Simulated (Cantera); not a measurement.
Charge: 1 mol Cu, 3.5 mol HF, held at 800 Pa.

Equilibrium computed with Cantera from the NASA thermochemical tables; the gas is ideal and each condensed phase is pure. Candidate condensed phases: Cu, CuF2; 15 gas species. Equilibrium is a limit: real reactors are often held back by kinetics, nucleation or transport.

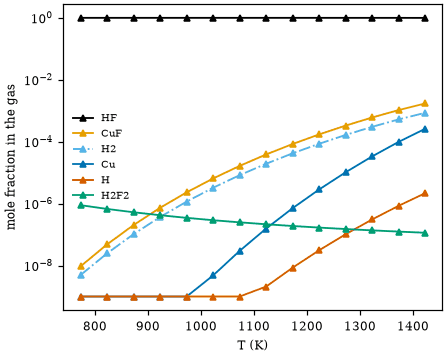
Fig. 1. Equilibrium gas composition (values under 1e-9 drawn at 1e-9)

Read off the mole fractions at 1423 K.

HF about 1.00, CuF about 0.0017, H2 about 0.00086, Cu about 0.00026, H about 2.2e-6, H2F2 about 1.1e-7.
